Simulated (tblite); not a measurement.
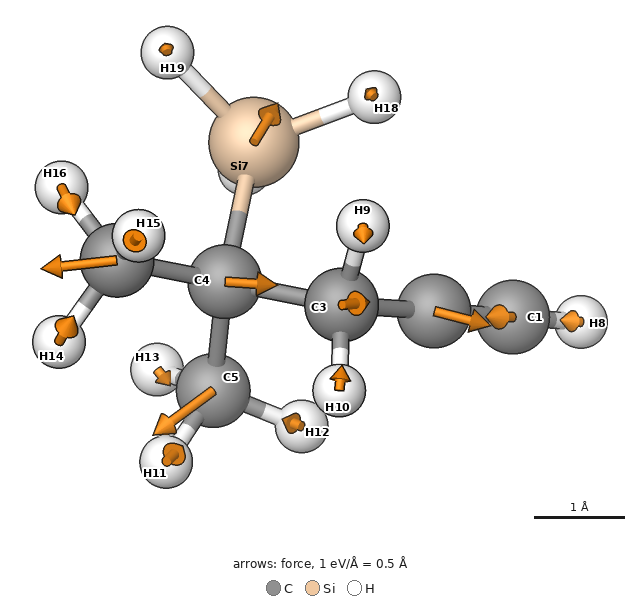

Starting geometry of C6H12Si with the computed forces as orange arrows. A ball-and-stick model, seen at a tilt.

These are results of GFN2-xTB geometry optimisation, gas phase (tblite 0.8.0), not measurements. 

**Is this structure relaxed? If not, where do the atoms go?**

It isn't relaxed: the largest force vector, on a C atom, is 1.80 eV/Å. The final displacements have little in common with the starting forces (cosine between the two patterns 0.21). The atom that moves furthest after the best rigid fit is an H atom (1.26 Å). Largest moves by element: H 1.26 Å, C 0.36 Å, Si 0.16 Å. Some distances before and after: C–Si 2.836 → 3.208 Å, C–Si 1.876 → 1.918 Å, C–H 1.128 → 1.091 Å, C–C 1.479 → 1.447 Å. Bond angles that change, for instance: C–C–C 103.5° → 112.9°, C–C–C 114.2° → 107.9°, H–C–H 113.8° → 108.5°. Groups turn about C–Si by about 60°, C–C by about 45°, C–C by about 20°. The energy falls by 18.8 kcal/mol in 156 geometry steps.
